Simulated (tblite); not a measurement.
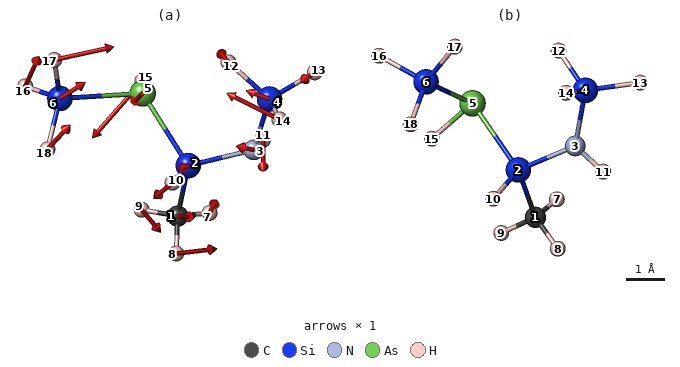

The structure of CH₁₂AsNSi₃ before (left) and after (right) a relaxation, at one scale. The red arrows give the displacements, at their true length.

Style: ball-and-stick. Shown at a tilt.

Method: GFN2-xTB geometry optimisation, gas phase (tblite 0.8.0). 

> What changed between the two?

Over 268 geometry steps the energy falls by 24.8 kcal/mol. The largest move after the best rigid fit is that of H15, 2.04 Å. Largest moves by element: H 2.04 Å, Si 0.87 Å, As 0.87 Å, C 0.68 Å, N 0.57 Å. Near-neighbour distances that change, for instance: N3–Si4 1.786 → 1.725 Å, Si2–N3 1.782 → 1.742 Å, Si2–H10 1.449 → 1.487 Å, N3–H11 1.042 → 1.007 Å. Among the angles between lasting bonds that change: Si2–As5–H15 113.9° → 91.8°, Si6–As5–H15 109.8° → 92.4°, Si2–N3–Si4 112.1° → 128.3°. Groups turn about C1–Si2 by about 35°.
